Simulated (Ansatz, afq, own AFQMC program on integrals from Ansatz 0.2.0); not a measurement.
**C₂HCl₂FSi (singlet): quantum Monte Carlo beside coupled cluster, def2-SVP**

How near does AFQMC come to the top of the ladder for C₂HCl₂FSi (singlet)?

The runs use Ansatz 0.2.0, Gaussian basis, and an in-house AFQMC program (afq) on its integrals; all values are calculated; def2-SVP, frozen cores.

The runs, in order: PBE (unrestricted); CCSD(T) on RHF; r2SCAN (unrestricted); PBE0 (unrestricted); B3LYP (unrestricted); wB97M-V (unrestricted); B2PLYP (unrestricted); Phaseless AFQMC, CISD trial on RHF; UHF.

**1. What is computed**

The geometry is a PBE0/def2-SVP stationary point (not a proven minimum).

7 atoms, charge 0, spin multiplicity 1.

Atoms are counted from 1 here; the program's logs count them from 0.

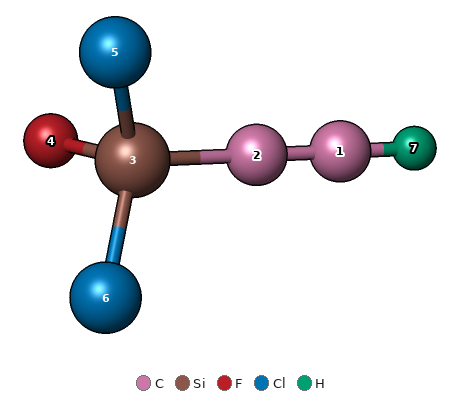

The geometry (carbon pink, silicon brown, fluorine red, chlorine blue, hydrogen teal); atoms are numbered from 1 in the order of the file.

**2. PBE (unrestricted)**

Contents of in.yaml:

```yaml
crystal:
  periodic: [false, false, false]
  atoms:
    - {symbol: C, position_ang: [1.595769, -0.431444, 1.185155]}
    - {symbol: C, position_ang: [0.638205, -0.208823, 0.470322]}
    - {symbol: Si, position_ang: [-0.782579, 0.130594, -0.592062]}
    - {symbol: F, position_ang: [-1.519540, -1.250391, -0.956378]}
    - {symbol: Cl, position_ang: [-0.187698, 0.998837, -2.333131]}
    - {symbol: Cl, position_ang: [-2.126691, 1.322834, 0.362396]}
    - {symbol: H, position_ang: [2.443833, -0.629608, 1.817997]}
basis:
  gaussian: {orbitals: def2-SVP}
magnetization: {spin_polarized: true, initial_magnetization: 0}
hamiltonian: {xc: {name: PBE}}
output: {orbitals: {seedname: orbitals}}
```

On the command line:

```console
$ ansatz run in.yaml --threads 1 --pin off --events-out ev --progress --plain --max-ram 5632MiB --backend cpu
```

The log of the run:

```text
Functional definition: PBE
  name "PBE"
  cite "Perdew, Burke & Ernzerhof, Phys. Rev. Lett. 77, 3865 (1996) doi:10.1103/PhysRevLett.77.3865"
  parent pbe
  parameter kappa = 0.804
  parameter beta = 0.06672455060314922
  exchange = pbe_x(kappa = kappa, mu = beta*pi^2/3)
  correlation = pbe_c(beta = beta)
1108 factors; their error is unknown
mean field evaluation 1: about -37692.8574 eV, gradient 3.6e1 eV
mean field evaluation 2: about -37681.9901 eV, gradient 6.2e1 eV
mean field evaluation 4: about -37698.7338 eV, gradient 9.7e0 eV
mean field evaluation 8: about -37699.1148 eV, gradient 1.0e-1 eV
mean field -37699.11480543 eV, -1385.4169157218 hartree, gradient 6.0e-5 eV, S^2 0.000000; 0 other end points of the search recorded, 0 dependent functions left out
reference -37699.11483544 eV, -1385.4169168246 hartree; 35, 35 occupied and 66, 66 virtual orbitals, 1108 factors
Total energy: -37699.11483544 eV, -1385.4169168246 hartree
```

It took 2.8 s on 1 thread of AMD EPYC 7R13 (Zen 3), shared host; peak memory 0.74 GiB.

From the report: ⟨S²⟩ of the determinant 0.000 (pure singlet: 0.00).

**3. CCSD(T) on RHF**

in.yaml: that of step 2 with these lines changed.

```diff
@@ -12,4 +12,3 @@
   gaussian: {orbitals: def2-SVP}
-magnetization: {spin_polarized: true, initial_magnetization: 0}
-hamiltonian: {xc: {name: PBE}}
-output: {orbitals: {seedname: orbitals}}
+magnetization: {spin_polarized: false}
+correlation: {method: ccsd_t, electrons: outside_noble_gas, hamiltonian_folder: ham}
```

On the command line:

```console
$ ansatz run in.yaml --threads 1 --pin off --events-out ev --progress --plain --max-ram 16896MiB --backend cuda --devices 0, --max-vram 18GiB
```

The log of the run, shortened:

```text
Functional definition: HF
  name "HF"
  cite "Fock, Z. Phys. 61, 126 (1930) doi:10.1007/BF01340294"
  parent pbe
[...]
951 factors; integrals over basis functions are off by at most 1.2e-3 eV
[...]
mean field -37641.12204043 eV, -1383.2857209167 hartree, gradient 1.3e-6 eV, S^2 0.000000; 0 other end points of the search recorded, 0 dependent functions left out
18 core orbitals not correlated: weight in the atoms' cores, before any rotation towards them, 1.000 or more for the frozen orbitals, at most 0.000 for the correlated occupied ones
reference -37641.12204043 eV, -1383.2857209167 hartree; 17, 17 occupied and 66, 66 virtual orbitals, 951 factors
second order -21.28534944 eV of doubles, -0.00000000 eV of singles
cycle   1  -21.63599993 eV  change   -3.5e-1 eV  update   1.1e-1
[...]
cycle   9  -22.27398945 eV  change   -3.2e-5 eV  update   1.8e-5
perturbative correction -0.64990552 eV, -0.0238835873 hartree
Total energy: -37664.04593539 eV, -1384.1281585185 hartree
```

It took 3.5 s on 1 × NVIDIA H100 80GB HBM3 with 1 thread of AMD EPYC 7R13 (Zen 3), shared host; peak host memory 0.82 GiB.

From the report: correlation -22.9239 eV; T1 0.012; largest double amplitude 0.08.

This run also writes the integrals to the folder ham.

**4. r2SCAN (unrestricted)**

in.yaml: that of step 3 with these lines changed.

```diff
@@ -12,3 +12,3 @@
   gaussian: {orbitals: def2-SVP}
-magnetization: {spin_polarized: false}
-correlation: {method: ccsd_t, electrons: outside_noble_gas, hamiltonian_folder: ham}
+magnetization: {spin_polarized: true, initial_magnetization: 0}
+hamiltonian: {xc: {name: r2SCAN}}
```

On the command line:

```console
$ ansatz run in.yaml --threads 1 --pin off --events-out ev --progress --plain --max-ram 5632MiB --backend cpu
```

The log of the run:

```text
Functional definition: r2SCAN
  name "r2SCAN"
  cite "Furness, Kaplan, Ning, Perdew & Sun, J. Phys. Chem. Lett. 11, 8208 (2020) doi:10.1021/acs.jpclett.0c02405"
  cite "Furness, Kaplan, Ning, Perdew & Sun, J. Phys. Chem. Lett. 11, 9248 (2020) doi:10.1021/acs.jpclett.0c03077"
  parent r2scan
  parameter k0 = 0.174
  parameter k1 = 0.065
  parameter a1 = 4.9479
  exchange = r2scan_x(k0 = k0, k1 = k1, a1 = a1)
  correlation = r2scan_c
1108 factors; their error is unknown
mean field evaluation 1: about -37709.0436 eV, gradient 3.3e1 eV
mean field evaluation 2: about -37703.8522 eV, gradient 4.9e1 eV
mean field evaluation 4: about -37714.0531 eV, gradient 6.1e0 eV
mean field evaluation 8: about -37714.1661 eV, gradient 7.7e-2 eV
mean field -37714.16608946 eV, -1385.9700402078 hartree, gradient 2.7e-5 eV, S^2 0.000000; 0 other end points of the search recorded, 0 dependent functions left out
reference -37714.16609756 eV, -1385.9700405054 hartree; 35, 35 occupied and 66, 66 virtual orbitals, 1108 factors
Total energy: -37714.16609756 eV, -1385.9700405054 hartree
```

Run time: 8 s. Hardware: 1 thread of AMD EPYC 7R13 (Zen 3), shared host; peak memory 0.74 GiB.

From the report: ⟨S²⟩ of the determinant 0.000 (pure singlet: 0.00).

**5. PBE0 (unrestricted)**

in.yaml: that of step 4 with these lines changed.

```diff
@@ -13,2 +13,3 @@
 magnetization: {spin_polarized: true, initial_magnetization: 0}
-hamiltonian: {xc: {name: r2SCAN}}
+hamiltonian: {xc: {name: PBE0}}
+output: {orbitals: {seedname: orbitals}}
```

Same command.

The log of the run:

```text
Functional definition: PBE0
  name "PBE0"
  cite "Adamo & Barone, J. Chem. Phys. 110, 6158 (1999) doi:10.1063/1.478522"
  cite "Perdew, Burke & Ernzerhof, Phys. Rev. Lett. 77, 3865 (1996) doi:10.1103/PhysRevLett.77.3865"
  parent pbe
  parameter a = 0.25
  parameter kappa = 0.804
  parameter beta = 0.06672455060314922
  exchange = (1 - a)*pbe_x(kappa = kappa, mu = beta*pi^2/3) + a*exact_x
  correlation = pbe_c(beta = beta)
951 factors; integrals over basis functions are off by at most 1.2e-3 eV
mean field evaluation 1: about -37697.7435 eV, gradient 3.0e1 eV
mean field evaluation 2: about -37696.2731 eV, gradient 3.8e1 eV
mean field evaluation 4: about -37701.9278 eV, gradient 2.6e0 eV
mean field evaluation 8: about -37702.0650 eV, gradient 2.9e-1 eV
mean field evaluation 16: about -37702.0654 eV, gradient 1.4e-5 eV
mean field -37702.06543818 eV, -1385.5253494752 hartree, gradient 1.5e-5 eV, S^2 0.000000; 0 other end points of the search recorded, 0 dependent functions left out
reference -37702.06546052 eV, -1385.5253502964 hartree; 35, 35 occupied and 66, 66 virtual orbitals, 951 factors
Total energy: -37702.06546052 eV, -1385.5253502964 hartree
```

Wall time 4.8 s (1 thread of AMD EPYC 7R13 (Zen 3), shared host); peak memory 1.6 GiB.

From the report: ⟨S²⟩ of the determinant 0.000 (pure singlet: 0.00).

**6. B3LYP (unrestricted)**

in.yaml: that of step 5 with these lines changed.

```diff
@@ -13,3 +13,2 @@
 magnetization: {spin_polarized: true, initial_magnetization: 0}
-hamiltonian: {xc: {name: PBE0}}
-output: {orbitals: {seedname: orbitals}}
+hamiltonian: {xc: {name: B3LYP}}
```

Same command.

The log of the run, shortened:

```text
Functional definition: B3LYP
  name "B3LYP"
  cite "Stephens, Devlin, Chabalowski & Frisch, J. Phys. Chem. 98, 11623 (1994) doi:10.1021/j100096a001"
  cite "Becke, Phys. Rev. A 38, 3098 (1988) doi:10.1103/PhysRevA.38.3098"
  cite "Lee, Yang & Parr, Phys. Rev. B 37, 785 (1988) doi:10.1103/PhysRevB.37.785"
  cite "Vosko, Wilk & Nusair, Can. J. Phys. 58, 1200 (1980) doi:10.1139/p80-159"
[...]
951 factors; integrals over basis functions are off by at most 1.2e-3 eV
[...]
mean field -37719.86031409 eV, -1386.1792991033 hartree, gradient 2.6e-5 eV, S^2 0.000000; 0 other end points of the search recorded, 0 dependent functions left out
reference -37719.86055234 eV, -1386.1793078587 hartree; 35, 35 occupied and 66, 66 virtual orbitals, 951 factors
Total energy: -37719.86055234 eV, -1386.1793078587 hartree
```

Run time: 4.8 s. Hardware: 1 thread of AMD EPYC 7R13 (Zen 3), shared host; peak memory 1.6 GiB.

From the report: ⟨S²⟩ of the determinant 0.000 (pure singlet: 0.00).

**7. wB97M-V (unrestricted)**

in.yaml: that of step 6 with these lines changed.

```diff
@@ -13,2 +13,3 @@
 magnetization: {spin_polarized: true, initial_magnetization: 0}
-hamiltonian: {xc: {name: B3LYP}}
+hamiltonian: {xc: {name: wB97M-V}}
+output: {orbitals: {seedname: orbitals}}
```

Same command.

The log of the run, shortened:

```text
Functional definition: wB97M-V
  name "wB97M-V"
  cite "Mardirossian & Head-Gordon, J. Chem. Phys. 144, 214110 (2016) doi:10.1063/1.4952647"
  cite "Becke, J. Chem. Phys. 107, 8554 (1997) doi:10.1063/1.475007"
  cite "Vydrov & Van Voorhis, J. Chem. Phys. 133, 244103 (2010) doi:10.1063/1.3521275"
  # Of w^i u^j: cxij and so on, Table III.
[...]
  gx(w, u) = 1 - cx + cx01*u + cx10*w
  gss(w, u) = css00 + css04*u^4 + css10*w + css20*w^2 + css43*w^4*u^3
  gos(w, u) = cos00 + cos10*w + (cos20 + cos21*u)*w^2 + (cos60 + cos61*u)*w^6
[...]
      + integral(e_c_pw_mod_opposite_spin*gos(b97_w_opposite, b97_u_opposite)) + vv10(b, c)
951 factors; integrals over basis functions are off by at most 1.2e-3 eV
237 factors; integrals over basis functions are off by at most 9.7e-6 eV
[...]
mean field -37715.99170199 eV, -1386.0371302309 hartree, gradient 3.2e-5 eV, S^2 0.000000; 0 other end points of the search recorded, 0 dependent functions left out
reference -37715.99173546 eV, -1386.0371314608 hartree; 35, 35 occupied and 66, 66 virtual orbitals, 951 factors
Total energy: -37715.99173546 eV, -1386.0371314608 hartree
```

Run time: 18 s. Hardware: 1 thread of AMD EPYC 7R13 (Zen 3), shared host; peak memory 1.6 GiB.

From the report: ⟨S²⟩ of the determinant 0.000 (pure singlet: 0.00).

**8. B2PLYP (unrestricted)**

in.yaml: that of step 7 with these lines changed.

```diff
@@ -13,3 +13,3 @@
 magnetization: {spin_polarized: true, initial_magnetization: 0}
-hamiltonian: {xc: {name: wB97M-V}}
-output: {orbitals: {seedname: orbitals}}
+hamiltonian: {xc: {name: B2PLYP}}
+correlation: {electrons: outside_noble_gas}
```

The command is unchanged.

The log of the run, shortened:

```text
Functional definition: B2PLYP
  name "B2PLYP"
  cite "Grimme, J. Chem. Phys. 124, 034108 (2006) doi:10.1063/1.2148954"
  cite "Becke, Phys. Rev. A 38, 3098 (1988) doi:10.1103/PhysRevA.38.3098"
  cite "Lee, Yang & Parr, Phys. Rev. B 37, 785 (1988) doi:10.1103/PhysRevB.37.785"
[...]
951 factors; integrals over basis functions are off by at most 1.2e-3 eV
[...]
mean field -37696.16335466 eV, -1385.3084519066 hartree, gradient 1.7e-6 eV, S^2 0.000000; 0 other end points of the search recorded, 0 dependent functions left out
18 core orbitals not correlated: weight in the atoms' cores, before any rotation towards them, 1.000 or more for the frozen orbitals, at most 0.000 for the correlated occupied ones
reference -37696.16350625 eV, -1385.3084574774 hartree; 17, 17 occupied and 66, 66 virtual orbitals, 951 factors
second order -26.21029792 eV of doubles, -0.00000000 eV of singles
Total energy: -37703.24028669 eV, -1385.5685243616 hartree
```

Wall time 6 s (1 thread of AMD EPYC 7R13 (Zen 3), shared host); peak memory 1.6 GiB.

From the report: ⟨S²⟩ of the determinant 0.000 (pure singlet: 0.00).

**9. Phaseless AFQMC, CISD trial on RHF**

It reads the integrals that the CCSD(T) run on this determinant wrote.

On the command line:

```console
$ afq ham --method phaseless --trial cisd --walkers 4000 --populations 20 --least-time 60 --time-step 0.005 --steps-per-block 50 --equilibration-blocks 28 --max-blocks 4000 --target-error 0.00035 --factor-cut 1e-05 --seed 4378 --release-times 0.2,0.4,0.6 --release-step 0.02 --release-every 5 --taylor-order 6
```

The log of the run:

```text
orbitals 83  electrons 17 17  factors 660 of 951
reference energy -1383.28572092 Eh
CCSD correlation -0.81855416 Eh in 10 cycles, weight of the determinant in the CISD state 0.7601
energy of the start -1384.104270 Eh
 block  time / (1/Eh)  mean weight  energy / Eh
     1     0.250  0.9996  -1384.066364
     2     0.500  0.9995  -1384.084120
     3     0.750  1.0008  -1384.100837
     4     1.000  1.0005  -1384.111927
     5     1.250  1.0001  -1384.115862
     6     1.500  1.0003  -1384.121406
     7     1.750  0.9999  -1384.124051
     8     2.000  1.0002  -1384.125521
     9     2.250  1.0000  -1384.127958
    10     2.500  0.9993  -1384.126688
    13     3.250  1.0005  -1384.130267
    17     4.250  1.0001  -1384.128561
    21     5.250  1.0000  -1384.129289
    25     6.250  0.9995  -1384.131902
    29     7.250  1.0002  -1384.129915
    33     8.250  0.9996  -1384.130725
    37     9.250  1.0005  -1384.128818
    41    10.250  1.0000  -1384.130826
    45    11.250  1.0003  -1384.130182
    49    12.250  1.0004  -1384.128365
    53    13.250  0.9996  -1384.131986
    57    14.250  0.9999  -1384.131255
    61    15.250  0.9997  -1384.131733
    65    16.250  0.9999  -1384.131951
    69    17.250  0.9996  -1384.132713
    73    18.250  0.9997  -1384.134418
    77    19.250  1.0002  -1384.130513
    81    20.250  0.9994  -1384.128608
    85    21.250  1.0000  -1384.128659
    89    22.250  0.9997  -1384.129225
    93    23.250  0.9999  -1384.131102
    97    24.250  0.9999  -1384.128025
   101    25.250  0.9999  -1384.130155
   105    26.250  1.0000  -1384.129004
   109    27.250  0.9997  -1384.126200
   113    28.250  1.0005  -1384.130090
   117    29.250  0.9998  -1384.130712
   121    30.250  0.9999  -1384.134042
   125    31.250  1.0000  -1384.127733
   129    32.250  0.9995  -1384.131708
   133    33.250  1.0001  -1384.128736
   137    34.250  0.9998  -1384.133462
   141    35.250  1.0004  -1384.129428
   145    36.250  0.9997  -1384.128898
   149    37.250  1.0000  -1384.131478
   153    38.250  0.9998  -1384.128943
   157    39.250  1.0007  -1384.132434
   161    40.250  1.0007  -1384.131157
   165    41.250  0.9993  -1384.132505
   169    42.250  1.0005  -1384.131728
   173    43.250  1.0001  -1384.128885
   177    44.250  0.9996  -1384.127961
   181    45.250  0.9998  -1384.130640
   185    46.250  1.0003  -1384.130153
error from the spread of 20 populations
released: time / (1/Eh)  energy / Eh  error  mean overlap
  0.20  -1384.131344  0.000433  0.9975
  0.40  -1384.131822  0.000434  0.9941
  0.60  -1384.131629  0.000412  0.9918
energy -1384.130554 +/- 0.000345 Eh
```

It took 5.6 min on 1 × NVIDIA H100 80GB HBM3 with 2 threads of AMD EPYC 7R13 (Zen 3), shared host; peak host memory 1.6 GiB.

Energy -37664.1111 ± 0.0094 eV. Caveats: constraint bias not in the error.

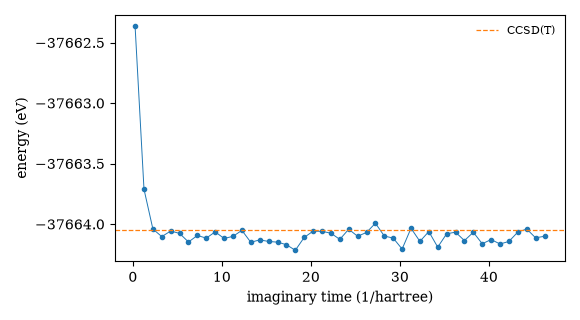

Block energies along the walk.

**10. UHF**

in.yaml: that of step 8 with these lines changed.

```diff
@@ -13,3 +13,3 @@
 magnetization: {spin_polarized: true, initial_magnetization: 0}
-hamiltonian: {xc: {name: B2PLYP}}
-correlation: {electrons: outside_noble_gas}
+hamiltonian: {xc: hf}
+output: {orbitals: {seedname: orbitals}}
```

On the command line:

```console
$ ansatz run in.yaml --threads 1 --pin off --events-out ev --progress --plain --max-ram 16896MiB --backend cuda --devices 0, --max-vram 18GiB
```

The log of the run:

```text
Functional definition: HF
  name "HF"
  cite "Fock, Z. Phys. 61, 126 (1930) doi:10.1007/BF01340294"
  parent pbe
  exchange = exact_x
  correlation = 0
951 factors; integrals over basis functions are off by at most 1.2e-3 eV
mean field evaluation 1: about -37638.3736 eV, gradient 2.4e1 eV
mean field evaluation 2: about -37638.3815 eV, gradient 2.4e1 eV
mean field evaluation 4: about -37641.0891 eV, gradient 2.3e0 eV
mean field evaluation 8: about -37641.1220 eV, gradient 2.5e-4 eV
mean field evaluation 16: about -37632.1930 eV, gradient 2.0e1 eV
mean field evaluation 32: about -37640.9538 eV, gradient 1.3e0 eV
mean field -37641.12204043 eV, -1383.2857209167 hartree, gradient 8.5e-6 eV, S^2 0.000000; 0 other end points of the search recorded, 0 dependent functions left out
reference -37641.12204043 eV, -1383.2857209167 hartree; 35, 35 occupied and 66, 66 virtual orbitals, 951 factors
Total energy: -37641.12204043 eV, -1383.2857209167 hartree
```

It took 1.5 s on 1 × NVIDIA H100 80GB HBM3 with 1 thread of AMD EPYC 7R13 (Zen 3), shared host; peak host memory 1.6 GiB.

From the report: ⟨S²⟩ of the determinant 0.000 (pure singlet: 0.00).

**11. All levels side by side**

On the RHF determinant, counted from CCSD(T) (a yardstick, not exact):

| level | energy (eV) | from CCSD(T) (meV) | statistical error (meV) | time |
| --- | --- | --- | --- | --- |
| HF | -37641.1220 | +22923.9 |  |  |
| MP2 | -37662.4074 | +1638.5 |  |  |
| CCSD | -37663.3960 | +649.9 |  |  |
| CCSD(T) | -37664.0459 | 0.0 |  |  |
| Phaseless AFQMC, CISD trial, step 0.005, 4000 walkers | -37664.1111 | -65.2 | 9.4 | 5.6 min |

The functionals' totals stand on their own zeros and serve differences with other points: PBE -37699.115 eV; r2SCAN -37714.166 eV; PBE0 -37702.065 eV; B3LYP -37719.861 eV; wB97M-V -37715.992 eV; B2PLYP -37703.240 eV.

**12. Results**

| quantity | value |
| --- | --- |
| Phaseless AFQMC, CISD trial on RHF from CCSD(T) | -65.2 ± 9.4 meV |

On RHF the phaseless walk with the CISD trial lies -65.2 meV from CCSD(T), 7 times its error bar. Error bars are statistical and leave out the constraint, the time step and what remains of the start.
